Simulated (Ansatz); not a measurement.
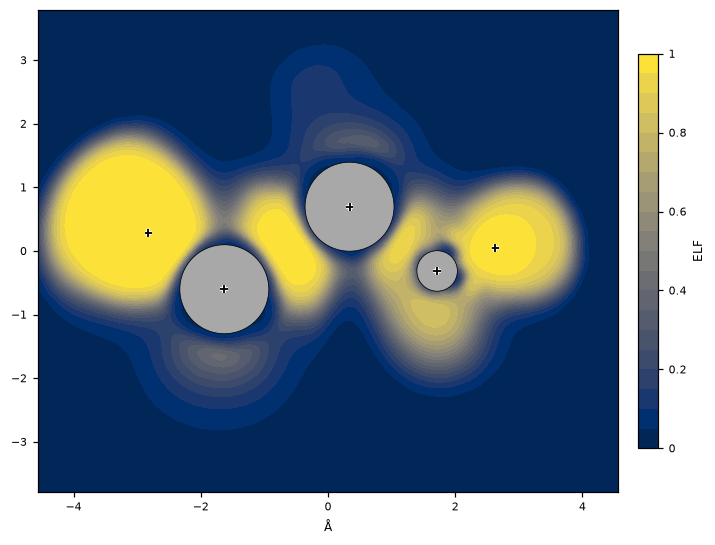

The electron localisation function on a plane through atoms (crosses mark nuclei in the plane; grey discs cover the cores).

The calculation used RHF/def2-SVP (Ansatz 0.2.0).

Candidates:
A. FH₅N₂STi
B. ClH₆NSi₂

Which system is this?

Answer. Candidate B: ClH₆NSi₂ on the plane of atoms Si2, Si3 and H8, which holds N, Si and H. Si–N (1.71 Å): the ELF peaks at about 0.95 between the atoms: a polar covalent bond. Si–Si (2.36 Å): the ELF peaks at about 1 between the atoms: localised, covalent bonding.
